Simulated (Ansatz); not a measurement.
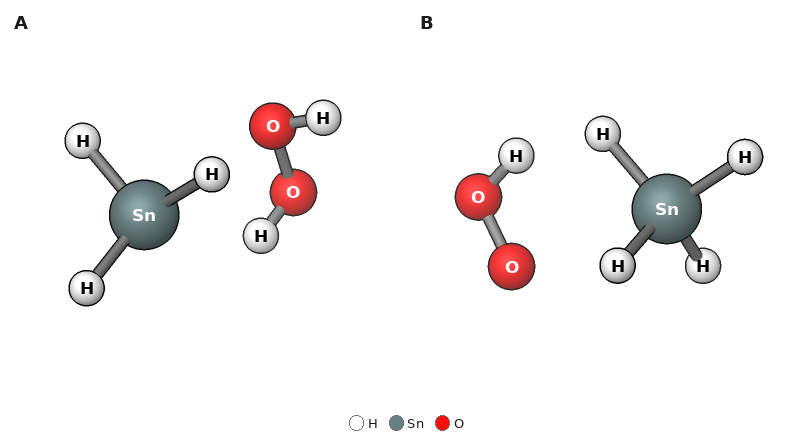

2 stationary structures of one formula. Charge 0, doublet. Geometries: PBE0-D4/def2-TZVP. Electronic energies: UHF-CCSD(T) (frozen core)/def2-SVP (Ansatz 0.2.0), without zero-point energy. Each is one conformer, not always the lowest.

> Rank them by energy, lowest first.

A is lowest (C1, a minimum); B lies 8.1 kcal/mol above it (Cs, a minimum).

Give E(B) − E(A) in kcal/mol at these levels too: UHF-MP2 (frozen core)/def2-QZVPP; PBE0-D4/def2-TZVPP; CCSD(T)/CBS (MP2 limit from def2-TZVPP and def2-QZVPP plus CCSD(T) − MP2); ωB97M-V/def2-SVP; PBE-D4/def2-SVP; CAM-B3LYP-D4/def2-TZVPP; direct RPA on PBE orbitals (frozen core)/def2-TZVPP; ωB97M-V/def2-TZVPP.

```csv
level,E(B) − E(A) (kcal/mol)
UHF-MP2 (frozen core)/def2-QZVPP,+17.9
PBE0-D4/def2-TZVPP,+8.1
CCSD(T)/CBS (MP2 limit from def2-TZVPP and def2-QZVPP plus CCSD(T) − MP2),+11.3
ωB97M-V/def2-SVP,+7.0
PBE-D4/def2-SVP,+3.9
CAM-B3LYP-D4/def2-TZVPP,+7.6
direct RPA on PBE orbitals (frozen core)/def2-TZVPP,+7.5
ωB97M-V/def2-TZVPP,+9.3
```
